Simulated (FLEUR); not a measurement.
Band structure of Lu2Ga3Cu (P3m1, 6 atoms in the cell).

```yaml
crystal:
  lattice:
    - [4.28198, 0.00000, 0.00000]
    - [-2.14099, 3.70830, 0.00000]
    - [0.00000, 0.00000, 6.97997]
  atoms:
    - { symbol: Lu, position: [0.66667, 0.33333, 0.73018] }
    - { symbol: Lu, position: [0.66667, 0.33333, 0.26153] }
    - { symbol: Ga, position: [0.00000, 0.00000, 0.47569] }
    - { symbol: Ga, position: [0.00000, 0.00000, 0.04673] }
    - { symbol: Ga, position: [0.33333, 0.66667, 0.94715] }
    - { symbol: Cu, position: [0.33333, 0.66667, 0.53871] }
```

Method of the run: LDA (Vosko-Wilk-Nusair), all-electron FLAPW (FLEUR), scalar-relativistic valence.

Settings: Kmax = 3.8 1/bohr; GmaxXC = 11.4 1/bohr; xcFunctional = vwn; jspins = 1; l_soc = F; mode = hist; fermiSmearingEnergy = 0.00499791 Htr; mesh (inpgen div1-3) = 6 6 3; inpgen gamma flag = true; Gmax = 11.4 1/bohr; numbands = 0; maxIterBroyd = 15; imix = Anderson; alpha = 0.05.

The starting cell comes from a database of computed structures (which also holds hypothetical and non-ambient phases and stackings), without a prior relaxation at this level. Spin-orbit coupling is off. Spin polarisation is off. Values depend on the basis (sphere radii, cutoffs, local orbitals), which need not be converged.

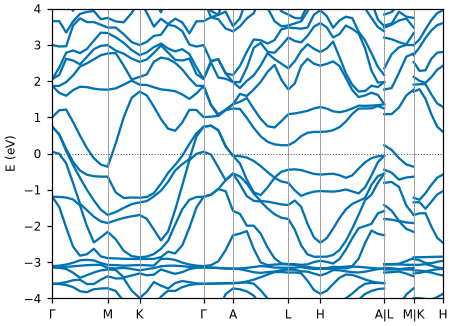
*Bands along the path, energies from the Fermi level.*

Levels in eV from the Fermi level, bands 47 to 54:
| point | 47 | 48 | 49 | 50 | 51 | 52 | 53 | 54 |
|---|---|---|---|---|---|---|---|---|
| Γ | -1.19 | 0.05 | 0.74 | 0.74 | 1.01 | 1.87 | 1.87 | 2.06 |
| M | -2.16 | -1.92 | -1.69 | -0.64 | -0.36 | 1.76 | 2.76 | 2.99 |
| K | -2.86 | -1.70 | -1.35 | -1.22 | 1.71 | 1.90 | 2.12 | 2.53 |
| A | -0.55 | -0.55 | -0.07 | -0.07 | 1.24 | 1.36 | 1.36 | 1.97 |
| L | -1.81 | -1.42 | -0.81 | -0.45 | 0.23 | 1.09 | 1.77 | 2.35 |
| H | -2.85 | -2.46 | -1.04 | -0.58 | 0.60 | 1.28 | 2.43 | 2.80 |
